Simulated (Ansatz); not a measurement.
# CH6Si (methylsilane): levels of theory compared

Aim: a comparison of 6 runs (UPBE/STO-3G, UPBE0/STO-3G, r2SCAN/STO-3G, wB97X/STO-3G, CCSDT/STO-3G, UCCSD(T)/STO-3G) of CH6Si (methylsilane). 

The calculation is run with Ansatz 0.2.0.

47 further runs of the same task are left out: 1 that didn't finish, 46 set aside as unsound or not needed.

### 1 Starting point

The species is CH6Si (8 atoms), meant as a singlet with charge 0. As SMILES, `C[SiH3]`. The H5–C1 distance was set to 1.365 Å, away from the relaxed value.

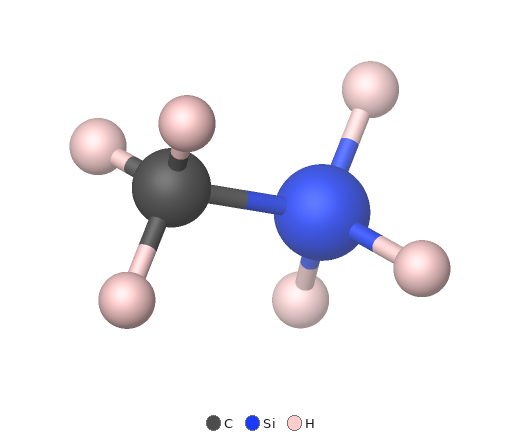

The structure, seen from a chosen angle (carbon dark grey, silicon blue, hydrogen pink).

### 2 The energy at UPBE/STO-3G (run 1)

The input, job.yaml:

```yaml
crystal:
  periodic: [false, false, false]
  atoms:
    - {symbol: C, position_ang: [-0.248526, -0.020508, -0.891909]}
    - {symbol: Si, position_ang: [0.095394, -0.474798, 0.889891]}
    - {symbol: H, position_ang: [-1.307496, -0.147738, -1.127189]}
    - {symbol: H, position_ang: [0.328444, -0.651668, -1.571409]}
    - {symbol: H, position_ang: [0.086600, 1.280720, -1.133860]}
    - {symbol: H, position_ang: [-0.691986, 0.385972, 1.813781]}
    - {symbol: H, position_ang: [1.538534, -0.300258, 1.208261]}
    - {symbol: H, position_ang: [-0.270136, -1.893458, 1.151171]}
basis:
  gaussian:
    orbitals: STO-3G
accuracy: high
magnetization:
  spin_polarized: true
  initial_magnetization: 0
total_charge: 0
hamiltonian:
  xc: pbe
```

Run with:

```bash
$ ansatz run job.yaml --threads 1 --pin off --max-ram 3480MiB --events-out events.jsonl --progress --plain --runs-dir runs
```

The log of the run:

```text
Warning: RAYON_NUM_THREADS=1 ignored (pool sized by the plan → 1); use --threads N
Functional definition: PBE
  name "PBE"
  parameter kappa = 0.804
  parameter beta = 0.06672455060314922
  exchange = pbe_x(kappa = kappa, mu = beta*pi^2/3)
  correlation = pbe_c(beta = beta)
361 factors; integrals over basis functions are off by at most 1.0e-8 eV
mean field evaluation 1: about -8900.4722 eV, gradient 1.2e1 eV
mean field evaluation 2: about -8900.5291 eV, gradient 1.1e1 eV
mean field evaluation 4: about -8901.3583 eV, gradient 3.9e-1 eV
mean field evaluation 8: about -8901.2490 eV, gradient 4.7e-3 eV
mean field evaluation 16: about -8901.2490 eV, gradient 6.3e-9 eV
mean field -8901.24899999 eV, -327.1148672662 hartree, gradient 6.6e-9 eV, S^2 0.000000; 0 other end points of the search recorded, 0 dependent functions left out
reference -8901.24900212 eV, -327.1148673446 hartree; 13, 13 occupied and 7, 7 virtual orbitals, 361 factors
Total energy: -8901.24900212 eV, -327.1148673446 hartree
```

It took 1.9 s on 1 thread of Arm Neoverse V2, shared host; peak memory 0.14 GiB.

### 3 A single-point energy at UPBE0/STO-3G (run 2)

The input, in.yaml:

```yaml
crystal:
  periodic: [false, false, false]
  atoms:
    - {symbol: C, position_ang: [-0.248526, -0.020508, -0.891909]}
    - {symbol: Si, position_ang: [0.095394, -0.474798, 0.889891]}
    - {symbol: H, position_ang: [-1.307496, -0.147738, -1.127189]}
    - {symbol: H, position_ang: [0.328444, -0.651668, -1.571409]}
    - {symbol: H, position_ang: [0.086600, 1.280720, -1.133860]}
    - {symbol: H, position_ang: [-0.691986, 0.385972, 1.813781]}
    - {symbol: H, position_ang: [1.538534, -0.300258, 1.208261]}
    - {symbol: H, position_ang: [-0.270136, -1.893458, 1.151171]}
basis:
  gaussian: {orbitals: STO-3G}
magnetization: {spin_polarized: true, initial_magnetization: 0}
hamiltonian: {xc: pbe0}
accuracy: high
```

Run with:

```bash
$ ansatz run in.yaml --threads 1 --pin off --max-ram 3480MiB --events-out events.jsonl --progress --plain --runs-dir runs
```

The log of the run:

```text
Warning: RAYON_NUM_THREADS=1 ignored (pool sized by the plan → 1); use --threads N
Functional definition: PBE0
  name "PBE0"
  parameter a = 0.25
[... 2 set-up lines as earlier in the session ...]
  exchange = (1 - a)*pbe_x(kappa = kappa, mu = beta*pi^2/3) + a*exact_x
[... 1 set-up line as earlier in the session ...]
361 factors; integrals over basis functions are off by at most 1.0e-8 eV
mean field evaluation 1: about -8902.4150 eV, gradient 8.7e0 eV
mean field evaluation 2: about -8902.7522 eV, gradient 5.2e0 eV
mean field evaluation 4: about -8902.9390 eV, gradient 1.9e-1 eV
mean field evaluation 8: about -8902.8616 eV, gradient 7.1e-4 eV
mean field -8902.86159603 eV, -327.1741290777 hartree, gradient 9.7e-9 eV, S^2 0.000000; 0 other end points of the search recorded, 0 dependent functions left out
reference -8902.86159763 eV, -327.1741291364 hartree; 13, 13 occupied and 7, 7 virtual orbitals, 361 factors
Total energy: -8902.86159763 eV, -327.1741291364 hartree
```

Run time: 1.9 s. Hardware: 1 thread of Arm Neoverse V2, shared host; peak memory 0.14 GiB.

Runs 3 to 5 aren't shown in full; the table further down has their settings and results.

### 4 The energy at UCCSD(T)/STO-3G (run 6)

in.yaml, as its differences from that of step 3:

```diff
@@ -12,5 +12,12 @@
 basis:
-  gaussian: {orbitals: STO-3G}
-magnetization: {spin_polarized: true, initial_magnetization: 0}
-hamiltonian: {xc: pbe0}
+  gaussian:
+    orbitals: STO-3G
+magnetization:
+  spin_polarized: true
+  initial_magnetization: 0
+correlation:
+  method: ccsd_t
+  frozen_orbitals: {C: 1, H: 0, Si: 5}
 accuracy: high
+scf:
+  omitted_lower_state_checks: [cluster_reference, increment]
```

Run with:

```bash
$ ansatz run in.yaml --threads 1 --pin off --max-ram 3480MiB --events-out events.jsonl --progress --plain --runs-dir runs
```

The log of the run:

```text
Warning: RAYON_NUM_THREADS=1 ignored (pool sized by the plan → 1); use --threads N
[... 11 lines left out ...]
6 core orbitals not correlated: weight in the atoms' cores, before any rotation towards them, 1.000 or more for the frozen orbitals, at most 0.000 for the correlated occupied ones
[... 21 lines left out ...]
Total energy: -8887.48477062 eV, -326.6090411667 hartree
Checks for a lower state left out: cluster_reference, increment
```

Run time: 0.2 s. Hardware: 1 thread of Arm Neoverse V2, shared host.

### 5 The series

| run | level | frozen core orbitals | energy (Eh) | wall time |
| --- | --- | --- | --- | --- |
| 1 | UPBE/STO-3G | – | -327.114867 | 1.9 s |
| 2 | UPBE0/STO-3G | – | -327.174129 | 1.9 s |
| 3 | r2SCAN/STO-3G | – | -327.295714 | 2.4 s |
| 4 | wB97X/STO-3G | – | -327.332316 | 5.1 s |
| 5 | CCSDT/STO-3G | 6 | -326.609331 | 0.26 s |
| 6 | UCCSD(T)/STO-3G | 6 | -326.609041 | 0.2 s |

### 6 Results

| quantity | value |
| --- | --- |
| run 6: total energy | -326.60904 Eh |
| run 6: correlation energy (6 core orbitals frozen) | -149.6 mEh |
| run 6: (T) correction | -0.85 mEh |
| run 6: T1 diagnostic | 0.003 |

In words: Totals of different functionals can't be ranked against each other. In runs 1, 2, 3, 4, 5, 6 the basis is minimal, so the values are rough. All runs together took 12 s, the longest 5.1 s.
